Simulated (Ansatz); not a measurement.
Input

```
crystal:
  periodic: [false, false, false]
  atoms:
    - { symbol: "N", position_ang: [1.87117, 0.8678, -0.30944] }
    - { symbol: Si, position_ang: [0.20074, 0.85092, 0.04213] }
    - { symbol: "N", position_ang: [-0.23977, -0.49928, 1.06069] }
    - { symbol: Si, position_ang: [-1.37311, -1.04538, -0.12163] }
    - { symbol: F, position_ang: [-1.00016, -2.47151, -0.74347] }
    - { symbol: O, position_ang: [-0.84225, 0.17291, -1.08466] }
    - { symbol: H, position_ang: [2.2632, 1.67697, -0.75836] }
    - { symbol: H, position_ang: [2.28929, 0.02473, -0.67122] }
    - { symbol: H, position_ang: [-0.30754, 2.15059, 0.42032] }
    - { symbol: H, position_ang: [-0.07647, -0.72329, 2.02387] }
    - { symbol: H, position_ang: [-2.78509, -1.00446, 0.14176] }
basis:
  gaussian: { orbitals: def2-SVP }
hamiltonian:
  xc: { name: BHLYP }
  dispersion: d4
relax:
  f_tol: 0.015
  max_steps: 40
output:
  orbitals: {}
```

Launched as:

```sh
ansatz run input.yaml --threads 2 --pin off --max-ram 3072MiB --backend cpu --events-out ev --progress --plain --runs-dir out
```

The fields are those of the relaxed geometry.

Level of theory: RKS BHLYP-D4/def2-SVP (Ansatz).

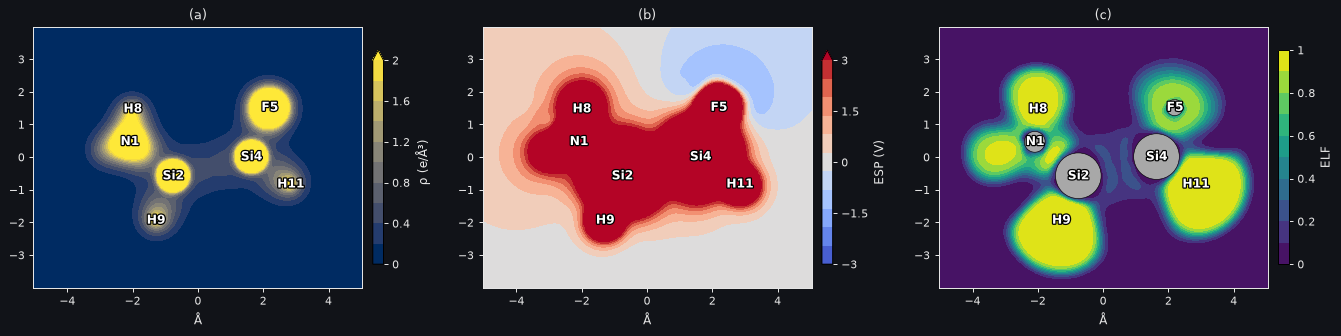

FH$_{5}$N$_{2}$OSi$_{2}$. (a) electron density; (b) electrostatic potential; (c) ELF on the plane of atoms Si2, Si4 and H11. Grey discs cover the atomic cores in the ELF map.

Describe what can be read from this map.

Atoms in the plane: N, Si, F and H. Si–F (1.61 Å): ρ is about 1 e/Å³ halfway; the ELF peaks at about 0.85 in the valence shell of F, 0.6 Å from its nucleus, and is about 0.45 at the midpoint. Si–N (1.69 Å): the density is about 1.1 e/Å³ at the midpoint; the ELF peaks at about 0.95 between the atoms: a polar covalent bond. Si–Si (2.47 Å): ρ is about 0.44 e/Å³ halfway; the ELF is about 0.20 at the midpoint. N–H (1.01 Å): the density is about 2.8 e/Å³ at the midpoint; the ELF climbs to about 1 towards the hydrogen, as it does in any bond to H (a covalent bond by its length). Si–H (1.46 Å): ρ is about 0.82 e/Å³ halfway; the ELF climbs to about 1 towards the hydrogen. The ELF also peaks beside F5, away from the bonds: lone-pair regions. Outside the dense part of the molecule the potential is most negative (−1.3 V) near F5.
